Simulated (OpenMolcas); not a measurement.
# CH4F2OSi: a line through the functionals

CH4F2OSi has 9 atoms, charge 0, and is taken as a singlet. As SMILES, `C[Si](O)(F)F`. Geometry: relaxed at PBE0-D4/def2-TZVP. This is one conformer, not always the lowest.

The vertical energy of the triplet above the singlet y, in eV, basis cc-pVDZ; a is the functional's share of exact exchange. Programs: OpenMolcas 26.06.

| functional | program | a | y (eV) |
| --- | --- | --- | --- |
| TPSS | OpenMolcas | 0 | 8.41 |
| PBE | OpenMolcas | 0 | 8.32 |
| B3LYP | OpenMolcas | 0.2 | 8.62 |
| PBE0 | OpenMolcas | 0.25 | ? |
| BHLYP | OpenMolcas | 0.5 | 8.72 |

Problem. Fit y = c + s·a to the known rows and predict PBE0.

Solution. 
1. Means of the 4 rows: a = 0.1750, y = 8.518.
2. Σ(Δa)² = 0.1675, Σ(Δa·Δy) = 0.12175, so the slope is 0.12175/0.1675 = 0.72687.
3. Intercept: 8.518 − (0.72687) × 0.1750 = 8.391. The largest residual of the fit is 0.084.
4. PBE0: 8.391 + (0.72687) × 0.25 = 8.57 eV.

The run gave 8.64 eV, so the prediction is off by -0.07 eV, within the largest residual. The rows mix families of semi-local functionals, which the line can't see.

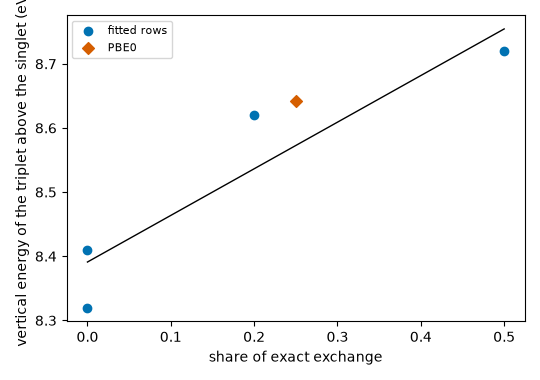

The fitted line, with the withheld row.
